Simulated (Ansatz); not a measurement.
A series of calculations on C3H8OSi

Part 1: Relaxation

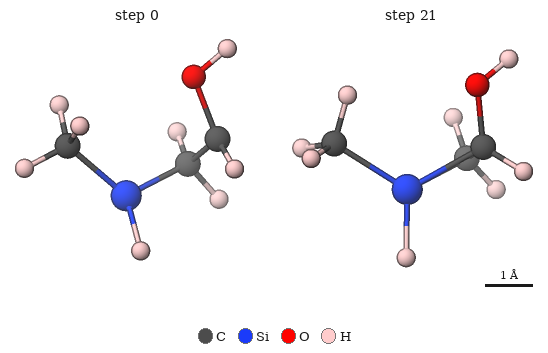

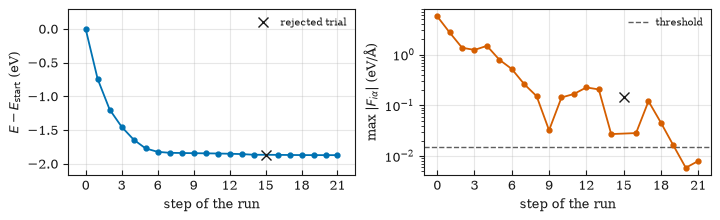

First and last geometry of a relaxation of C$_{3}$H$_{8}$OSi, with the history of the run. A ball-and-stick model, seen at a tilt.

The run prepares an end point of a later path (torsion) calculation, from a guessed geometry.

Theory: Ansatz, RKS PBE0-D4/6-31G.

Input file:
```yaml
crystal:
  periodic: [false, false, false]
  atoms:
    - { symbol: C, position_ang: [-1.8124, -0.3176, 0.0178] }
    - { symbol: Si, position_ang: [-0.2839, -0.857, 0.7789] }
    - { symbol: C, position_ang: [1.2014, -0.7778, -0.1408] }
    - { symbol: C, position_ang: [1.2978, 0.6903, -0.0226] }
    - { symbol: O, position_ang: [0.5467, 1.3862, -1.0945] }
    - { symbol: H, position_ang: [-1.9937, 0.8217, 0.1325] }
    - { symbol: H, position_ang: [-1.8536, -0.4884, -1.0623] }
    - { symbol: H, position_ang: [-2.684, -0.752, 0.456] }
    - { symbol: H, position_ang: [-0.1927, -0.5387, 2.2731] }
    - { symbol: H, position_ang: [2.0892, -1.2723, 0.3662] }
    - { symbol: H, position_ang: [1.1902, -1.1761, -1.1226] }
    - { symbol: H, position_ang: [1.4196, 1.1855, 0.9453] }
    - { symbol: H, position_ang: [1.0957, 2.0614, -1.5122] }
basis:
  gaussian: { orbitals: "6-31G" }
hamiltonian:
  xc: pbe0
  dispersion: d4
relax:
  f_tol: 0.015
  max_steps: 40
```

Launched with:
```bash
ansatz run input.yaml --threads 1 --pin off --max-ram 2048MiB --backend cpu --events-out ev --progress --plain --runs-dir out
```

**Read the history and describe the run.**

It converged. After 20 accepted moves (21 points after the start) the energy has fallen by 1.871 eV. The largest force component goes from 5.7 to 0.008 eV/Å. The line search rejected the trial step at point 15 of the run. The largest moves after the best rigid fit, 1.18 Å, are those of H6 and H7. Largest moves by element: H 1.18 Å, O 0.48 Å, Si 0.40 Å, C 0.37 Å. Some distances before and after: Si2–C4 2.353 → 1.902 Å, Si2–C3 1.749 → 1.909 Å, C1–Si2 1.791 → 1.894 Å, C1–H6 1.159 → 1.094 Å. Among the angles between lasting bonds that change: Si2–C3–C4 93.3° → 66.0°, H10–C3–H11 105.0° → 113.3°, C4–C3–H10 110.3° → 117.5°. Cost: 87 s on 1 thread of AMD EPYC 7R13 Processor (Zen 3), with other jobs on the host, peak memory 0.16 GiB.

Part 2: Relaxation

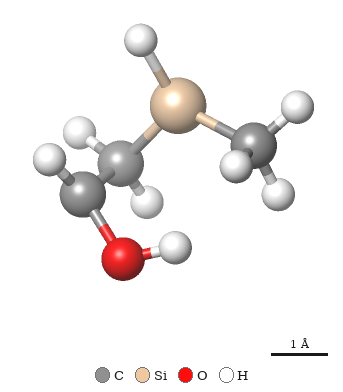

Starting structure of C$_{3}$H$_{8}$OSi. The picture is a ball-and-stick view, seen at a tilt.

The run prepares an end point of a later path (torsion) calculation, from a guessed geometry.

Method: RKS PBE0-D4/6-31G in Ansatz 0.2.0.

Input
```yaml
crystal:
  periodic: [false, false, false]
  atoms:
    - { symbol: C, position_ang: [-1.8124, -0.3176, 0.0178] }
    - { symbol: Si, position_ang: [-0.2839, -0.857, 0.7789] }
    - { symbol: C, position_ang: [1.2014, -0.7778, -0.1408] }
    - { symbol: C, position_ang: [1.2978, 0.6903, -0.0226] }
    - { symbol: O, position_ang: [0.5467, 1.3862, -1.0945] }
    - { symbol: H, position_ang: [-1.9937, 0.8217, 0.1325] }
    - { symbol: H, position_ang: [-1.8536, -0.4884, -1.0623] }
    - { symbol: H, position_ang: [-2.684, -0.752, 0.456] }
    - { symbol: H, position_ang: [-0.1927, -0.5387, 2.2731] }
    - { symbol: H, position_ang: [2.0892, -1.2723, 0.3662] }
    - { symbol: H, position_ang: [1.1902, -1.1761, -1.1226] }
    - { symbol: H, position_ang: [1.4196, 1.1855, 0.9453] }
    - { symbol: H, position_ang: [-0.3477, 1.03102, -1.16973] }
basis:
  gaussian: { orbitals: "6-31G" }
hamiltonian:
  xc: pbe0
  dispersion: d4
relax:
  f_tol: 0.015
  max_steps: 40
```

Command:
```bash
ansatz run input.yaml --threads 1 --pin off --max-ram 2048MiB --backend cpu --events-out ev --progress --plain --runs-dir out
```

### Predict the outcome.

H13 moves most after the best rigid fit: 1.21 Å. Largest moves by element: H 1.21 Å, Si 0.56 Å, O 0.39 Å, C 0.24 Å. Near-neighbour distances that change, for instance: Si2–C4 2.353 → 1.925 Å, Si2–C3 1.749 → 1.906 Å, C1–Si2 1.791 → 1.897 Å, C1–H6 1.159 → 1.094 Å. Among the angles between lasting bonds that change: Si2–C3–C4 93.3° → 67.3°, H10–C3–H11 105.0° → 113.4°, C4–C3–H10 110.3° → 117.4°. After 19 geometry steps the energy has fallen by 49.0 kcal/mol. The largest force component goes from 5.8 to 0.0063 eV/Å.

Step by step:

```tsv
step	E − E(0), kcal/mol	largest force component, eV/Å
0	0.00	5.7862
1	-21.64	2.9548
2	-30.90	1.3881
3	-36.25	1.1037
4	-41.02	1.2795
5	-44.27	0.9182
6	-46.06	0.4710
7	-47.28	0.4122
8	-47.51	0.9805
9	-48.17	0.2221
10	-48.27	0.2183
11	-48.57	0.1781
12	-48.77	0.1259
13	-48.89	0.2997
14	-48.97	0.1708
15	-49.02	0.0556
16	-49.03	0.0567
17	-49.04	0.0243
18	-49.04	0.0228
19	-49.04	0.0063
```

The structure at the end:

```xyz
13

C    -2.0227   -0.4131    0.0723
Si   -0.3278   -0.3158    0.9192
C     1.1908   -0.9086   -0.0679
C     1.0689    0.6087   -0.0301
O     0.7807    1.1643   -1.3179
H    -2.7358    0.2773    0.5323
H    -1.8913   -0.1354   -0.9784
H    -2.4362   -1.4246    0.1170
H    -0.2731   -0.3825    2.4145
H     2.0455   -1.3538    0.4345
H     0.9891   -1.3432   -1.0448
H     1.8493    1.1352    0.5214
H     0.3396    2.0264   -1.2147
```

After the run, drawn alike:

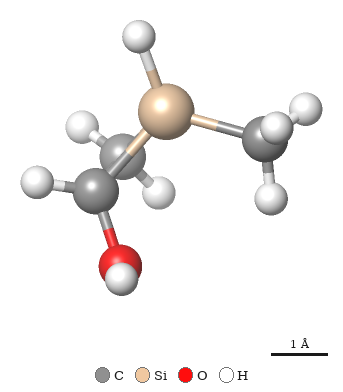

Part 3: Path

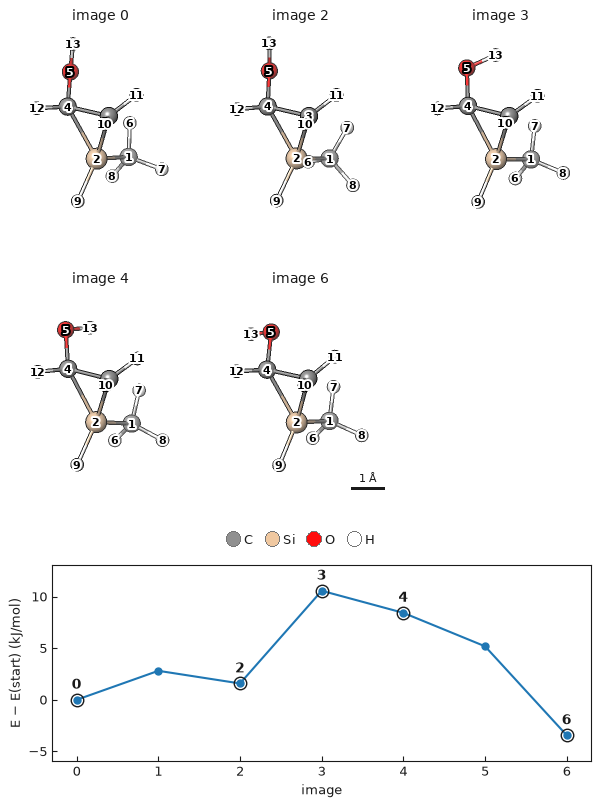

A nudged-elastic-band calculation for C3H8OSi. Images are numbered from 0 (start) to 6 (end). A ball-and-stick model, seen from a free direction.

Computed with Ansatz 0.2.0, RKS PBE0-D4/6-31G. Settings: 5 movable images; climbing image; force threshold 0.03 eV/Å; iteration limit 60; starting path through a guess of the saddle point.

> Describe the mechanism and the energy profile.

The highest point, image 3, lies 10.6 kJ/mol above the start and 14.0 kJ/mol above the end; the end is at −3.4 kJ/mol relative to the start. The profile has 2 maxima (images 1, 3) with a dip at image 2 (+1.6 kJ/mol), so the process runs in steps. The path has more than one stage, and so few images may leave a stage unresolved. No bond forms or breaks between the ends. Among the angles between lasting bonds that change up to the highest image: Si2–C4–O5 114.8° → 123.0°, O5–C4–H12 114.4° → 109.1°. The band converged in 23 iterations. The largest component of the band force went from 120 to 0.022 eV/Å. The climbing image converged on the top of the path. Its vibrational analysis gives one imaginary mode (259i cm⁻¹), as a transition state must have.

Cost: 6.6 min on 1 thread of AMD EPYC 7R13 Processor (Zen 3), with other jobs on the host, peak memory 0.17 GiB.
